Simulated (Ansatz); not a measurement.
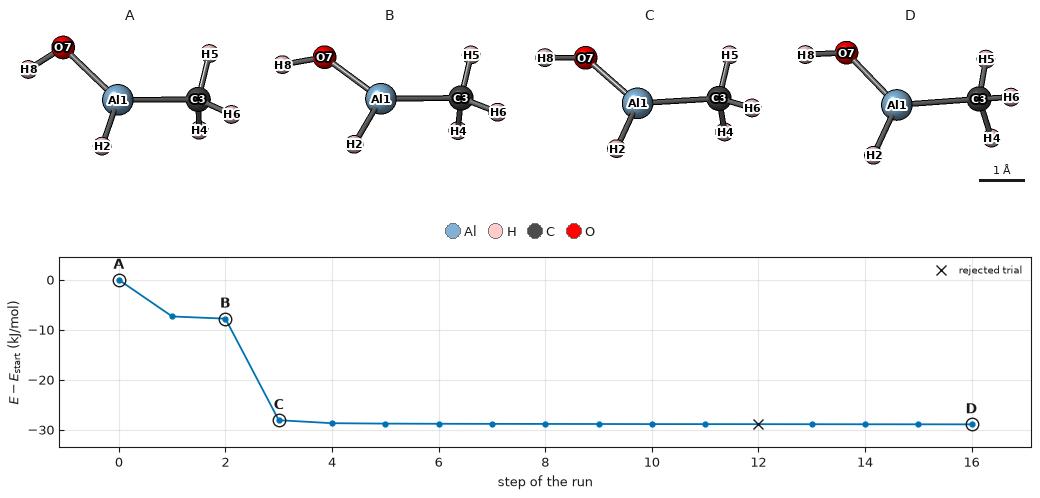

Frames of a relaxation of CH5AlO, marked on the history of the run. Style: ball-and-stick. Shown from a free direction.

The run prepares the start of a later molecular dynamics calculation, from a guessed geometry.

All numbers below come from Ansatz, RKS B3LYP-D4/6-31G*.

Input
```yaml
crystal:
  periodic: [false, false, false]
  atoms:
    - { symbol: Al, position_ang: [0.0, 0.0, 0.0] }
    - { symbol: H, position_ang: [0.0, 0.0, 1.56] }
    - { symbol: C, position_ang: [1.706, 0.0, -0.985] }
    - { symbol: H, position_ang: [2.0356, -1.0462, -1.1552] }
    - { symbol: H, position_ang: [1.5695, 0.508, -1.9624] }
    - { symbol: H, position_ang: [2.4756, 0.5381, -0.3932] }
    - { symbol: O, position_ang: [-1.5415, 0.0, -0.89] }
    - { symbol: H, position_ang: [-2.0512, -0.8467, -0.6815] }
basis:
  gaussian: { orbitals: "6-31G*" }
hamiltonian:
  xc: b3lyp
  dispersion: d4
relax:
  f_tol: 0.02
  max_steps: 40
```

Command:
```bash
ansatz run input.yaml --threads 1 --pin off --max-ram 2048MiB --backend cpu --events-out ev --progress --plain --runs-dir out
```

What happens along the run?

The largest move after the best rigid fit is that of H8, 0.63 Å. Largest moves by element: H 0.63 Å, O 0.23 Å, Al 0.20 Å, C 0.02 Å. Some distances before and after: Al1–O7 1.780 → 1.719 Å, O7–H8 1.010 → 0.966 Å, Al1–H2 1.560 → 1.594 Å, Al1–C3 1.970 → 1.953 Å. Among the angles between lasting bonds that change: Al1–O7–H8 109.5° → 119.6°, H2–Al1–C3 120.0° → 124.3°, H4–C3–H6 109.4° → 106.5°. Groups turn about Al1–O7 by about 60°, Al1–C3 by about 25°. The energy falls by 28.9 kJ/mol in 15 accepted moves (16 points after the start). The largest force component goes from 1.8 to 0.019 eV/Å. The line search rejected the trial step at point 12 of the run. The forces were under the threshold at step 6, but the run went on from there. Cost: 39 s on 1 thread of Intel(R) Xeon(R) Platinum 8259CL CPU @ 2.50GHz (Skylake/Cascade Lake) (shared host), peak memory 0.15 GiB. From step 0 to 2: H8 moves most (0.37 Å), energy −7.76 kJ/mol. From step 2 to 3: H8 moves most (0.20 Å), energy −20.3 kJ/mol. From step 3 to 16: H4 moves most (0.27 Å), energy −0.83 kJ/mol.

```json
{"step": "0", "E − E(0), kJ/mol": "0.00", "largest force component, eV/Å": "1.7513", "note": ""}
{"step": "1", "E − E(0), kJ/mol": "-7.32", "largest force component, eV/Å": "1.9112", "note": ""}
{"step": "2", "E − E(0), kJ/mol": "-7.76", "largest force component, eV/Å": "1.8336", "note": ""}
{"step": "3", "E − E(0), kJ/mol": "-28.07", "largest force component, eV/Å": "0.3255", "note": ""}
{"step": "4", "E − E(0), kJ/mol": "-28.67", "largest force component, eV/Å": "0.0770", "note": ""}
{"step": "5", "E − E(0), kJ/mol": "-28.75", "largest force component, eV/Å": "0.0406", "note": ""}
{"step": "6", "E − E(0), kJ/mol": "-28.78", "largest force component, eV/Å": "0.0120", "note": ""}
{"step": "7", "E − E(0), kJ/mol": "-28.80", "largest force component, eV/Å": "0.0293", "note": ""}
{"step": "8", "E − E(0), kJ/mol": "-28.81", "largest force component, eV/Å": "0.0449", "note": ""}
{"step": "9", "E − E(0), kJ/mol": "-28.83", "largest force component, eV/Å": "0.0493", "note": ""}
{"step": "10", "E − E(0), kJ/mol": "-28.84", "largest force component, eV/Å": "0.0527", "note": ""}
{"step": "11", "E − E(0), kJ/mol": "-28.85", "largest force component, eV/Å": "0.0669", "note": ""}
{"step": "12", "E − E(0), kJ/mol": "-28.85", "largest force component, eV/Å": "0.0868", "note": "rejected"}
{"step": "13", "E − E(0), kJ/mol": "-28.87", "largest force component, eV/Å": "0.0485", "note": ""}
{"step": "14", "E − E(0), kJ/mol": "-28.88", "largest force component, eV/Å": "0.0322", "note": ""}
{"step": "15", "E − E(0), kJ/mol": "-28.89", "largest force component, eV/Å": "0.0221", "note": ""}
{"step": "16", "E − E(0), kJ/mol": "-28.90", "largest force component, eV/Å": "0.0187", "note": ""}
```
